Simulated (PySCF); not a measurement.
# M06-2X/STO-6G run of [BCl2]+ (SMILES Cl[B+]Cl)

Aim: the vertical singlet–triplet gap of [BCl2]+ at M06-2X/STO-6G, from 2 runs. Input form: a Python script.

The results are computed with PySCF 2.14.0.

8 further runs of the same task are left out: 8 set aside as unsound or not needed.

### 1 Starting point

The species is [BCl2]+ (3 atoms), meant as a singlet with charge +1. SMILES: `Cl[B+]Cl`. The shape is that of a GFN2-xTB optimisation.

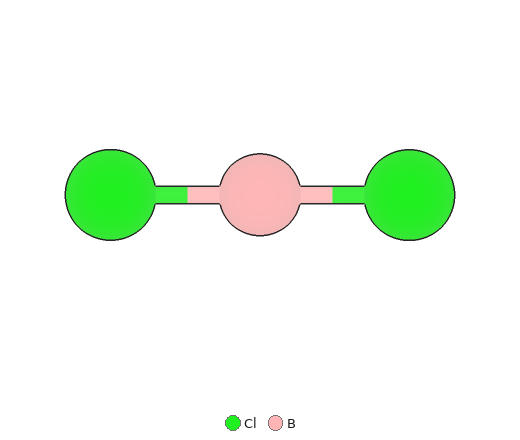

Viewed from a chosen angle; chlorine green, boron pink.

### 2 The energy at M06-2X/STO-6G

File run.py:

```python
from pyscf import gto, dft

mol = gto.M(
    atom='''
Cl      -1.238380       0.766480      -0.591300
B        0.000740       0.001360       0.000550
Cl       1.237640      -0.767840       0.590740
''',
    verbose=4,
    charge=1,
    max_memory=1860,
    basis='sto-6g',
)

mf = dft.RKS(mol)
mf.xc = 'm06-2x'
mf.conv_tol = 1e-10
mf.grids.level = 5
mf.kernel()
if not mf.converged:
    mf = mf.newton().run(mf.mo_coeff, mf.mo_occ)

energy = mf.e_tot
print('Final energy', energy)
```

Started as:

```
$ OMP_NUM_THREADS=1 python run.py
```

Output:

```text
PySCF version 2.14.0

[INPUT] num. atoms = 3
[INPUT] num. electrons = 38
[INPUT] charge = 1
[INPUT] spin (= nelec alpha-beta = 2S) = 0
[INPUT] symmetry False subgroup None
[INPUT] Mole.unit = angstrom
[INPUT] Symbol           X                Y                Z      unit          X                Y                Z       unit  Magmom
[INPUT]  1 Cl    -1.238380000000   0.766480000000  -0.591300000000 AA   -2.340199038139   1.448437279957  -1.117395057455 Bohr   0.0
[INPUT]  2 B      0.000740000000   0.001360000000   0.000550000000 AA    0.001398397332   0.002570027529   0.001039349369 Bohr   0.0
[INPUT]  3 Cl     1.237640000000  -0.767840000000   0.590740000000 AA    2.338800640807  -1.451007307486   1.116336810826 Bohr   0.0

nuclear repulsion = 105.883521913253
number of shells = 13
number of NR pGTOs = 138
number of NR cGTOs = 23
basis = sto-6g
ecp = {}

******** <class 'pyscf.dft.rks.RKS'> ********
method = RKS
initial guess = minao
damping factor = 0
level_shift factor = 0
DIIS = <class 'pyscf.scf.diis.CDIIS'>
diis_start_cycle = 1
diis_space = 8
diis_damp = 0
SCF conv_tol = 1e-10
SCF conv_tol_grad = None
SCF max_cycles = 50
direct_scf = True
direct_scf_tol = 1e-13
XC library pyscf.dft.libxc version 7.0.0
    S. Lehtola, C. Steigemann, M. J.T. Oliveira, and M. A.L. Marques.,  SoftwareX 7, 1–5 (2018)
XC functionals = m06-2x
    Y. Zhao and D. G. Truhlar.,  Theor. Chem. Acc. 120, 215 (2008)
    Y. Zhao and D. G. Truhlar.,  Theor. Chem. Acc. 120, 215 (2008)
radial grids:
    Treutler-Ahlrichs [JCP 102, 346 (1995); DOI:10.1063/1.469408] (M4) radial grids

becke partition: Becke, JCP 88, 2547 (1988); DOI:10.1063/1.454033
pruning grids: <function nwchem_prune>
grids dens level: 5
symmetrized grids: False
atomic radii adjust function: <function treutler_atomic_radii_adjust>
small_rho_cutoff = 0
Set gradient conv threshold to 1e-05
Initial guess from minao.
tot grids = 129256
init E= -942.226683525046
  HOMO = -0.457496590034667  LUMO = 0.0330124116478897  gap/eV = 13.34743
cycle= 1 E= -941.544346955453  delta_E= 0.682  |g|= 0.529  |ddm|= 2.48
  HOMO = -0.669191519443996  LUMO = -0.361302449417485  gap/eV = 8.37809
cycle= 2 E= -941.516749586607  delta_E= 0.0276  |g|= 0.681  |ddm|= 1.91
  HOMO = -0.689616438036017  LUMO = -0.267234094627084  gap/eV = 11.49361
cycle= 3 E= -941.668617668088  delta_E= -0.152  |g|= 0.00935  |ddm|= 0.963
  HOMO = -0.689590714543327  LUMO = -0.262777199198661  gap/eV = 11.61419
cycle= 4 E= -941.66868268866  delta_E= -6.5e-05  |g|= 0.00302  |ddm|= 0.0287
  HOMO = -0.689577455618027  LUMO = -0.262598936561856  gap/eV = 11.61868
cycle= 5 E= -941.668687909694  delta_E= -5.22e-06  |g|= 0.000141  |ddm|= 0.00993
  HOMO = -0.689576545327965  LUMO = -0.262583366099305  gap/eV = 11.61908
cycle= 6 E= -941.668687918709  delta_E= -9.01e-09  |g|= 3.16e-05  |ddm|= 0.000414
  HOMO = -0.689576717334352  LUMO = -0.262582129019482  gap/eV = 11.61911
cycle= 7 E= -941.668687919212  delta_E= -5.03e-10  |g|= 3.95e-06  |ddm|= 6.85e-05
  HOMO = -0.689576869438953  LUMO = -0.262581028883329  gap/eV = 11.61915
cycle= 8 E= -941.668687919218  delta_E= -6.59e-12  |g|= 2.04e-07  |ddm|= 7.72e-06
  HOMO = -0.689576885736112  LUMO = -0.262580950201299  gap/eV = 11.61915
Extra cycle  E= -941.668687919219  delta_E= -4.55e-13  |g|= 1.69e-07  |ddm|= 5.77e-07
converged SCF energy = -941.668687919219
Final energy -941.6686879192188
```

Run time: 3.9 s. Hardware: 1 thread of Arm Neoverse V1, shared host; peak memory 0.21 GiB.

### 3 The triplet at the same level

File input.py:

```python
from pyscf import gto, dft

mol = gto.M(
    atom='''
Cl    -2.340199     1.448437    -1.117395
B      0.001398     0.002570     0.001039
Cl     2.338801    -1.451007     1.116337
''',
    verbose=4,
    unit='bohr',
    basis='sto-6g',
    spin=2,
    max_memory=1860,
    charge=1,
)

calc0 = dft.UKS(mol)
calc0.xc = 'm06-2x'
calc0.conv_tol = 1e-10
calc0.grids.level = 5
calc0.kernel()
if not calc0.converged:
    calc0 = calc0.newton().run(calc0.mo_coeff, calc0.mo_occ)

e_final = calc0.e_tot
print(f'total energy: {e_final:.8f} hartree')
```

Started as:

```
$ OMP_NUM_THREADS=1 python input.py
```

Output:

```text
PySCF version 2.14.0

[INPUT] num. atoms = 3
[INPUT] num. electrons = 38
[INPUT] charge = 1
[INPUT] spin (= nelec alpha-beta = 2S) = 2
[INPUT] symmetry False subgroup None
[INPUT] Mole.unit = bohr
[INPUT] Symbol           X                Y                Z      unit          X                Y                Z       unit  Magmom
[INPUT]  1 Cl    -1.238379979818   0.766479851853  -0.591299969596 AA   -2.340199000000   1.448437000000  -1.117395000000 Bohr   0.0
[INPUT]  2 B      0.000739789741   0.001359985432   0.000549815122 AA    0.001398000000   0.002570000000   0.001039000000 Bohr   0.0
[INPUT]  3 Cl     1.237640190077  -0.767839837285   0.590740100107 AA    2.338801000000  -1.451007000000   1.116337000000 Bohr   0.0

nuclear repulsion = 105.88352164323
number of shells = 13
number of NR pGTOs = 138
number of NR cGTOs = 23
basis = sto-6g
ecp = {}

******** <class 'pyscf.dft.uks.UKS'> ********
method = UKS
initial guess = minao
damping factor = 0
level_shift factor = 0
DIIS = <class 'pyscf.scf.diis.CDIIS'>
diis_start_cycle = 1
diis_space = 8
diis_damp = 0
SCF conv_tol = 1e-10
SCF conv_tol_grad = None
SCF max_cycles = 50
direct_scf = True
direct_scf_tol = 1e-13
number electrons alpha = 20  beta = 18
XC library pyscf.dft.libxc version 7.0.0
    S. Lehtola, C. Steigemann, M. J.T. Oliveira, and M. A.L. Marques.,  SoftwareX 7, 1–5 (2018)
XC functionals = m06-2x
    Y. Zhao and D. G. Truhlar.,  Theor. Chem. Acc. 120, 215 (2008)
    Y. Zhao and D. G. Truhlar.,  Theor. Chem. Acc. 120, 215 (2008)
radial grids:
    Treutler-Ahlrichs [JCP 102, 346 (1995); DOI:10.1063/1.469408] (M4) radial grids

becke partition: Becke, JCP 88, 2547 (1988); DOI:10.1063/1.454033
pruning grids: <function nwchem_prune>
grids dens level: 5
symmetrized grids: False
atomic radii adjust function: <function treutler_atomic_radii_adjust>
small_rho_cutoff = 0
Set gradient conv threshold to 1e-05
tot grids = 129256
init E= -942.226683512645

[... 2 lines left out ...]
[... the frontier-level lines of each cycle are left out ...]
[... 7 lines left out ...]
[... 11 lines left out ...]
[... 11 lines left out ...]
[... 11 lines left out ...]
[... 11 lines left out ...]
[... 11 lines left out ...]
[... 11 lines left out ...]
[... 11 lines left out ...]
[... 11 lines left out ...]
[... 11 lines left out ...]
[... 11 lines left out ...]
[... 11 lines left out ...]
[... 11 lines left out ...]
[... 5 lines left out ...]

cycle= 27 E= -941.38994616566  delta_E= -3.12e-07  |g|= 0.000366  |ddm|= 0.0645


cycle= 28 E= -941.389946383628  delta_E= -2.18e-07  |g|= 0.000273  |ddm|= 0.0335


cycle= 29 E= -941.389946502567  delta_E= -1.19e-07  |g|= 0.000193  |ddm|= 0.00297


cycle= 30 E= -941.389946867122  delta_E= -3.65e-07  |g|= 5.17e-05  |ddm|= 0.0332


cycle= 31 E= -941.389946467807  delta_E= 3.99e-07  |g|= 0.000118  |ddm|= 0.0632


cycle= 32 E= -941.38994650588  delta_E= -3.81e-08  |g|= 1.88e-06  |ddm|= 0.00558


cycle= 33 E= -941.389946502598  delta_E= 3.28e-09  |g|= 3.31e-06  |ddm|= 0.00505


cycle= 34 E= -941.389946502681  delta_E= -8.34e-11  |g|= 7.49e-07  |ddm|= 0.000267


Extra cycle  E= -941.389946502684  delta_E= -2.5e-12  |g|= 4.39e-07  |ddm|= 3.99e-06
converged SCF energy = -941.389946502684  <S^2> = 2.0083899  2S+1 = 3.0055881
total energy: -941.38994650 hartree
```

It took 20 s on 1 thread of Arm Neoverse V1, shared host; peak memory 0.23 GiB.

### 4 Summary of results

Level: M06-2X/STO-6G.

| quantity | value |
| --- | --- |
| singlet: total energy | -941.66869 Eh |
| singlet: HOMO energy | -18.76 eV |
| singlet: LUMO energy | -7.15 eV |
| singlet: HOMO–LUMO gap | 11.62 eV |
| triplet: total energy | -941.38995 Eh |
| triplet: HOMO energy (highest over α and β) | -11.24 eV |
| triplet: ⟨S²⟩ | 2.008 |
| vertical energy of the triplet above the singlet | 7.585 eV |

What this shows: At this shape the triplet lies 7.58 eV (732 kJ/mol) above the singlet. In a minimal basis such a difference can be off by several eV, whatever the method. Mulliken charges (singlet) run from +0.24 on Cl1 to +0.52 on B2.
